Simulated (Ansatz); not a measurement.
**C₃H₁₀AlB (SMILES CB(C)[CH2][AlH2]): density, localisation and related maps**

Input

```
crystal:
  periodic: [false, false, false]
  atoms:
    - {symbol: C, position_ang: [0.367498, -0.422099, 0.016320]}
    - {symbol: C, position_ang: [-0.733682, 1.652706, 1.352376]}
    - {symbol: C, position_ang: [-1.463932, -0.887559, 1.961429]}
    - {symbol: Al, position_ang: [2.056637, -0.828015, 0.944441]}
    - {symbol: B, position_ang: [-0.609787, 0.105008, 1.085589]}
    - {symbol: H, position_ang: [0.634296, 0.312154, -0.758688]}
    - {symbol: H, position_ang: [0.065160, -1.384763, -0.424415]}
    - {symbol: H, position_ang: [-1.587997, 2.011655, 0.753039]}
    - {symbol: H, position_ang: [0.133728, 2.242646, 1.027885]}
    - {symbol: H, position_ang: [-0.972131, 1.909304, 2.393612]}
    - {symbol: H, position_ang: [-1.143847, -0.829858, 3.014834]}
    - {symbol: H, position_ang: [-2.520843, -0.580613, 1.974029]}
    - {symbol: H, position_ang: [-1.415538, -1.939837, 1.655017]}
    - {symbol: H, position_ang: [2.263302, -2.251328, 1.624954]}
    - {symbol: H, position_ang: [3.213573, 0.263196, 0.998561]}
basis:
  gaussian:
    orbitals: def2-SVPD
magnetization:
  spin_polarized: false
  initial_magnetization: 0
hamiltonian:
  xc: pbe0
output:
  forces: true
  orbitals: {seedname: orbitals}
```

Command:

```sh
ansatz run input.yaml --threads 2 --pin off --max-ram 4350MiB --events-out events.jsonl --progress --plain --runs-dir runs
```

Geometry: PBE0-D3(BJ)/pcseg-1.

Computed with Ansatz 0.2.0, isolated molecule in a Gaussian basis; Kohn-Sham density functional theory, functional PBE0.

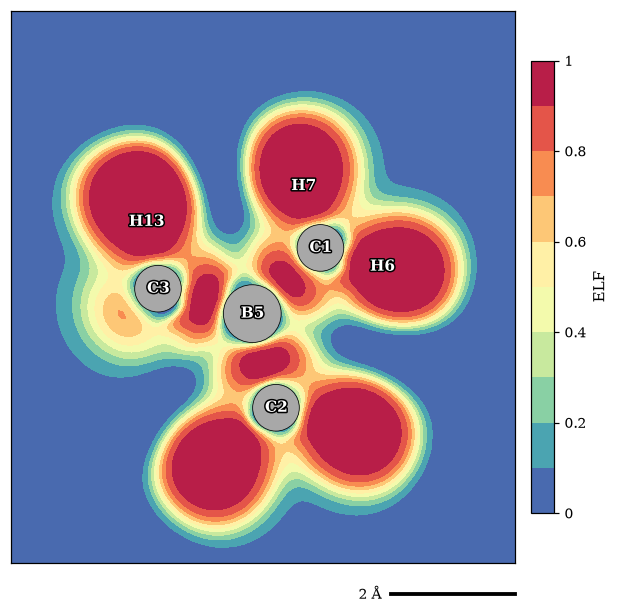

Figure 1. ELF on the plane of atoms B5, C3 and H13. Grey discs cover the atomic cores.

Describe what can be read from this map.

The plane passes through C, B and H nuclei.
C–B (1.54 Å): the ELF peaks at about 0.95 between the atoms; a covalent bond.
C–H (1.10 Å): the ELF climbs to about 1 towards the hydrogen, as it does in any bond to H; a covalent bond by its length.

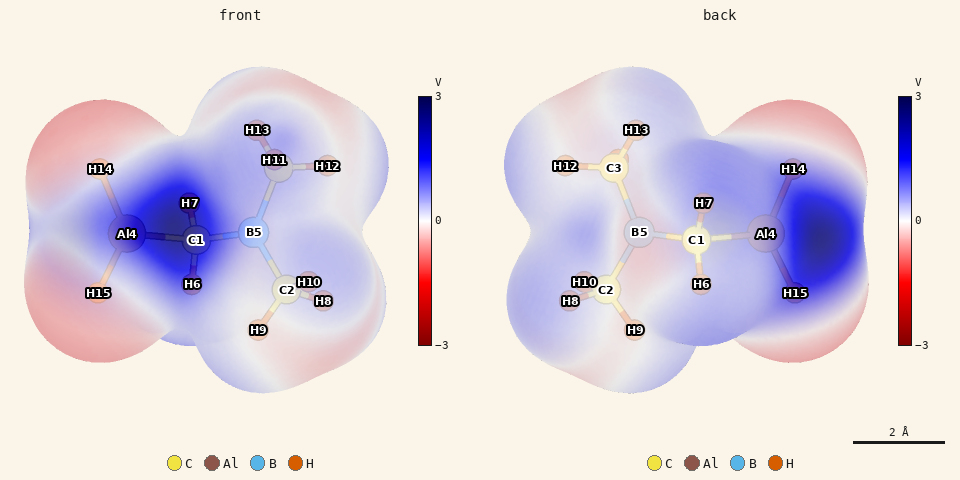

Figure 2. The molecular electrostatic potential painted on the density surface at 0.001 e/bohr³, seen from the front and from behind; red is negative and blue positive.

Where is the surface potential most negative and most positive?

The most negative region (about −0.5 V) lies over H14 and H15, the most positive (about +2.5 V) over Al4.

How polar is the molecule by this calculation?

Its dipole moment is 0.61 D.

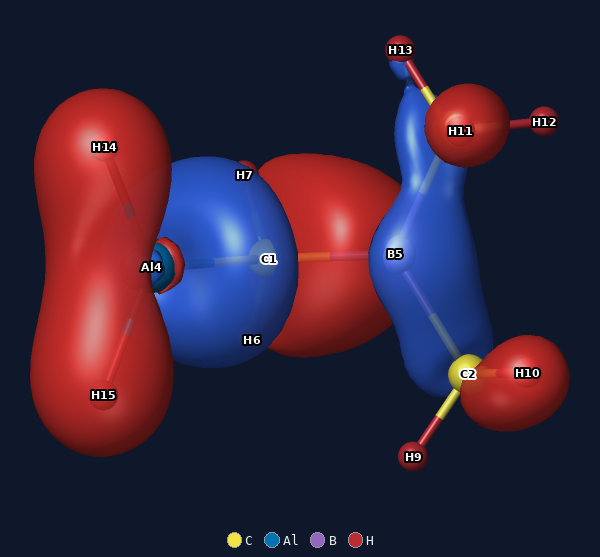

Figure 3. One frontier orbital at ±0.1 Å⁻³ᐟ² (red and blue are the two phases), seen across its widest extent.

Which orbital is it: HOMO or LUMO?

The HOMO, at −7.93 eV. Its weight (Hirshfeld) is mainly on C1 (about 40 %), Al4 (about 20 %), B5 (about 10 %) and H15 (about 5 %).

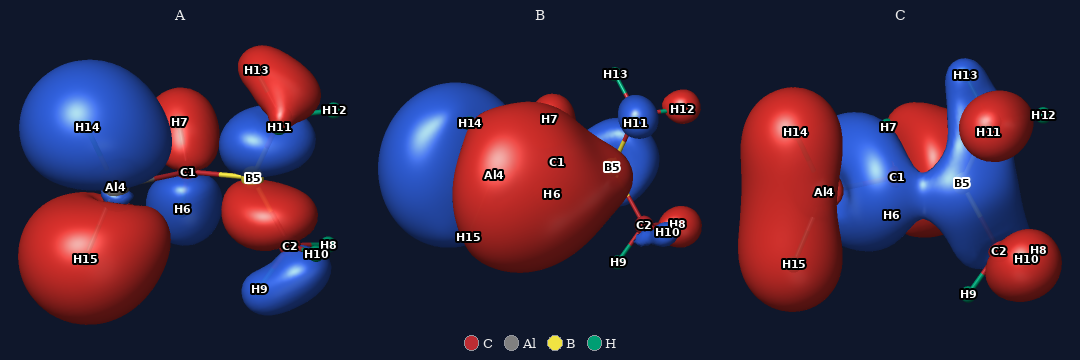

Figure 4. Three frontier orbitals at ±0.06 Å⁻³ᐟ² (red and blue are the two phases), in no order.

Order the three orbitals by energy and name them.

A is the HOMO−1 (−8.34 eV). Its weight (Hirshfeld) is mainly on Al4 (about 30 %), H14 (about 25 %) and H15 (about 25 %). C is the HOMO (−7.93 eV). It lies mainly on C1 (about 40 %), Al4 (about 20 %), B5 (about 10 %) and H15 (about 5 %). B is the LUMO (−1.62 eV). Its weight (Hirshfeld) is mainly on Al4 (about 65 %), B5 (about 10 %) and C1 (about 5 %).

What is the HOMO–LUMO gap?

6.31 eV between the orbital energies.
